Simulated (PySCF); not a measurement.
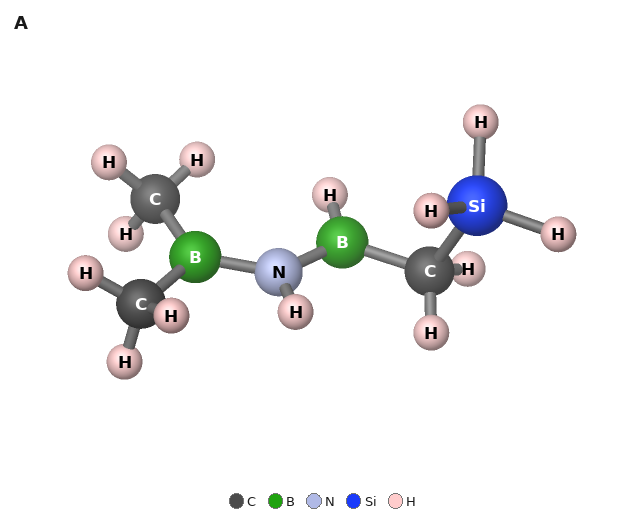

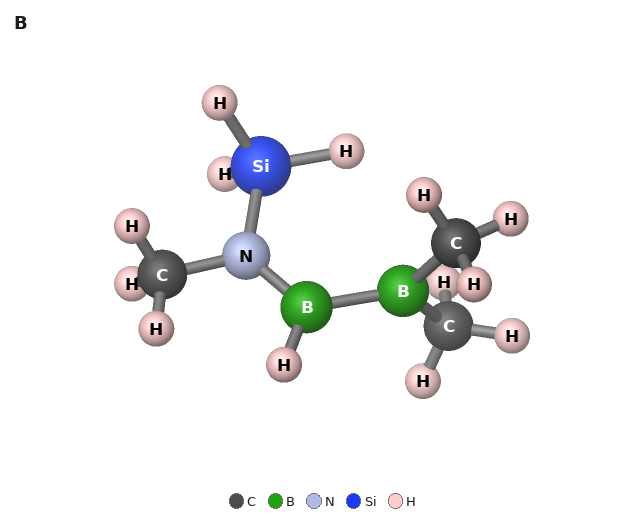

2 stationary structures of one formula. Geometries: GFN2-xTB. Electronic energies: PBE0/pcSseg-1 (PySCF 2.14.0), without zero-point energy. No frequency run is at hand to confirm each as a minimum. Each is one conformer, not always the lowest.

### Are they conformers, stereoisomers or constitutional isomers?

They are constitutional isomers of C3H13B2NSi: A `CB(C)NBC[SiH3]`, B `CB(C)BN(C)[SiH3]`.

### Rank them by energy, lowest first.

A is lowest; B lies 43.4 kcal/mol above it.

The geometry is semi-empirical. Around B, Si such bond lengths and angles can be off by a tenth of an ångström or more and by several degrees, and values that hang on the shape move with them.
